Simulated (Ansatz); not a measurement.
# Calculations on AlNH₃F

## 1. Relaxation

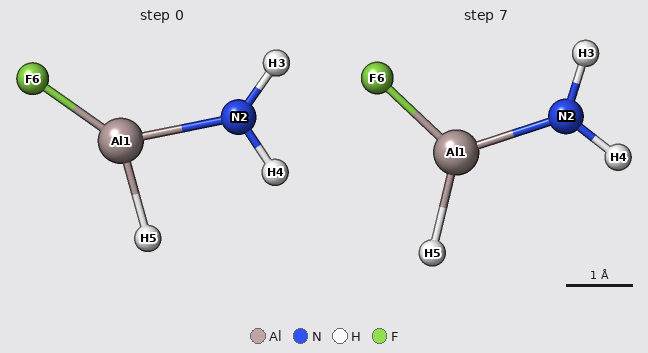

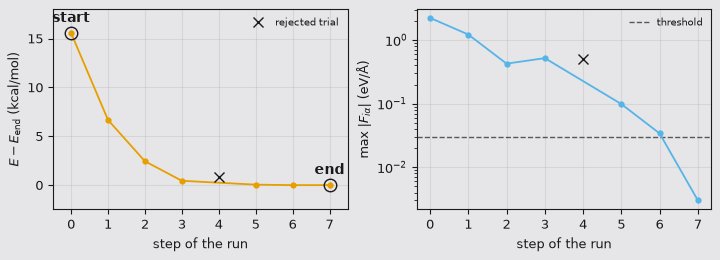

First and last geometry of a relaxation of AlNH3F, with the history of the run. The picture is a ball-and-stick view, seen face on.

The run prepares an end point of a later path (reaction) calculation, from a guessed geometry.

The calculation used Ansatz, RKS PBE0-D4/6-31G*. Settings: no spin polarisation; force threshold 0.03 eV/Å; at most 50 steps.

What do the curves and the structures tell?

It converged. The atom that moves furthest after the best rigid fit is H5 (0.64 Å). By element the largest moves are H 0.64 Å, F 0.32 Å, Al 0.25 Å, N 0.05 Å. Among the contacts that change: Al1–N2 1.837 → 1.768 Å, Al1–H5 1.547 → 1.579 Å, Al1–F6 1.646 → 1.655 Å. Among the angles between lasting bonds that change: N2–Al1–H5 86.2° → 121.8°, H5–Al1–F6 140.5° → 119.8°, N2–Al1–F6 133.4° → 118.4°. The energy falls by 15.6 kcal/mol in 6 accepted moves (7 points after the start). The largest force component goes from 2.2 to 0.003 eV/Å. The line search rejected the trial step at point 4 of the run. Cost: 14 s on 1 thread of Arm Neoverse V1, with other jobs on the host, peak memory 0.12 GiB.

```csv
step,"E − E(0), kcal/mol","largest force component, eV/Å",note
0,0.00,2.2423,
1,-8.90,1.2265,
2,-13.12,0.4268,
3,-15.12,0.5215,
4,-14.72,0.5139,rejected
5,-15.51,0.0988,
6,-15.56,0.0341,
7,-15.56,0.0030,
```

## 2. Relaxation

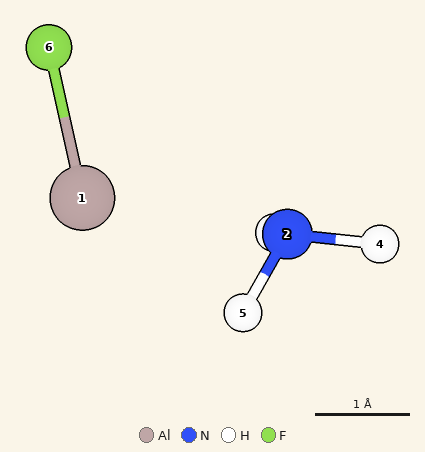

AlNH3F, before the relaxation. The picture is a ball-and-stick view, seen from a free direction.

The run prepares an end point of a later path (reaction) calculation, from a guessed geometry.

These are results of RKS PBE0-D4/6-31G* in Ansatz 0.2.0, not measurements.

Input file:
```yaml
crystal:
  periodic: [false, false, false]
  atoms:
    - { symbol: Al, position_ang: [-0.167087, -0.123883, -1.064768] }
    - { symbol: "N", position_ang: [1.330624, 0.023868, 1.650746] }
    - { symbol: H, position_ang: [1.238027, 0.755787, 2.347062] }
    - { symbol: H, position_ang: [1.953767, -0.688717, 2.014154] }
    - { symbol: H, position_ang: [1.786714, 0.438756, 0.818806] }
    - { symbol: F, position_ang: [-1.719445, -0.405811, -0.524601] }
basis:
  gaussian: { orbitals: "6-31G*" }
hamiltonian:
  xc: pbe0
  dispersion: d4
relax:
  f_tol: 0.03
  max_steps: 50
```

Command:
```bash
ansatz run input.yaml --threads 1 --pin off --max-ram 2048MiB --backend cpu --events-out ev --progress --plain --runs-dir out
```

**Predict the outcome.**

The largest moves after the best rigid fit, 0.97 Å, are those of H3 and F6. By element the largest moves are H 0.97 Å, F 0.97 Å, Al 0.57 Å, N 0.46 Å. Some distances before and after: Al1–N2 3.105 → 2.287 Å, Al1–F6 1.668 → 1.695 Å, N2–H5 1.036 → 1.018 Å, N2–H3 1.014 → 1.019 Å. New bonds form, among them: Al1–N2 (3.10 → 2.29 Å). After 15 accepted moves (16 points after the start) the energy has fallen by 44.3 kJ/mol. Largest force component: 1.1 eV/Å at the start, 0.012 eV/Å at the end. The line search rejected the trial step at point 8 of the run. The forces were under the threshold at step 10, but the run went on from there.

Final geometry:

```xyz
6

Al    0.1470   -0.4572   -0.7265
N     1.2736    0.0562    1.1958
H     0.5261    0.4319    1.7774
H     1.6714   -0.7514    1.6722
H     2.0091    0.7559    1.1175
F    -1.2046   -0.0353    0.2051
```

The end point in the same view:

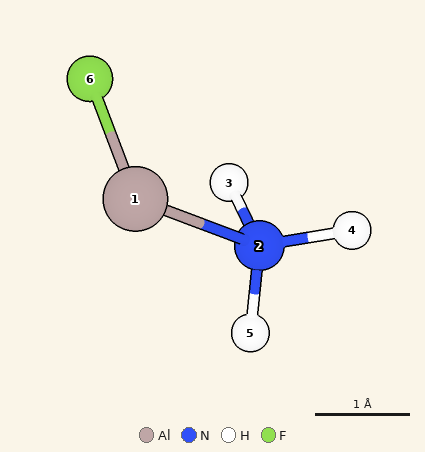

Limits of the set-up: the start holds two separate molecules, 2.8 Å apart at their closest, whose relative position is a soft coordinate.

## 3. Path

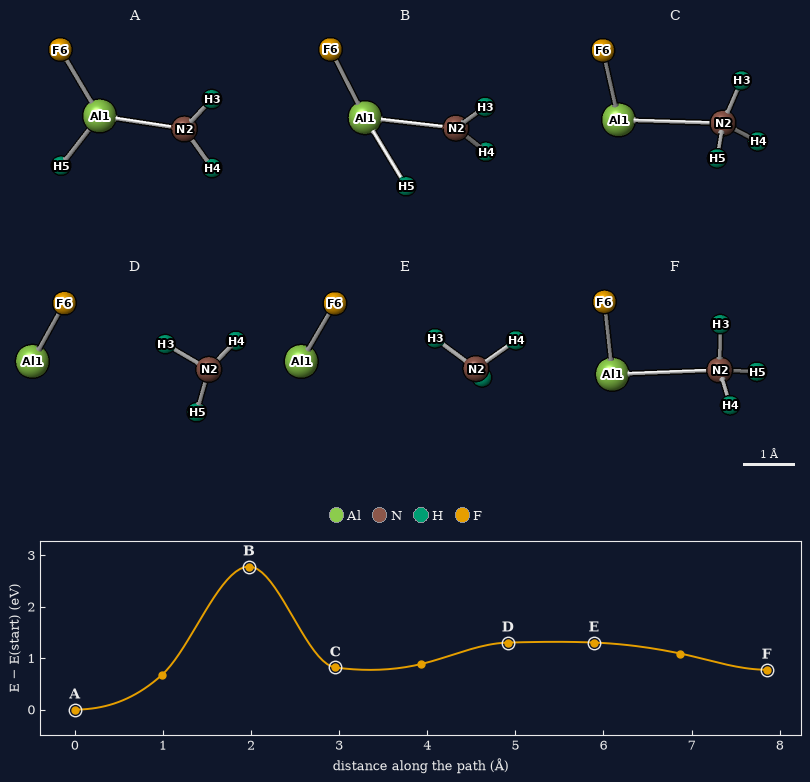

NEB run on AlNH₃F. Images are numbered from 0 (start) to 8 (end). Frames A to F are images 0, 2, 3, 5, 6, 8. The picture is a ball-and-stick view, seen at a tilt.

Method: Ansatz, RKS PBE0-D4/6-31G*. Run with 7 movable images; climbing image; force threshold 0.03 eV/Å; iteration limit 60; starting path through a guess of the saddle point.

Read off the barrier and say what moves.

Answer. The path has more than one stage, and so few images may leave a stage unresolved. Breaking: Al1–H5 (1.58 → 1.72 at the top → 2.89 Å). Forming: N2–H5 (2.93 → 1.53 at the top → 1.02 Å). The highest point, image 2, lies 2.78 eV above the start and 2.01 eV above the end; the end is at +0.78 eV relative to the start. The band converged in 22 iterations. The largest component of the band force went from 13 to 0.019 eV/Å. The climbing image converged on the top of the path. Its vibrational analysis gives one imaginary mode (1374i cm⁻¹), as a transition state must have.

Cost: 3.6 min on 1 thread of Arm Neoverse V1, on a shared host, peak memory 0.1 GiB.
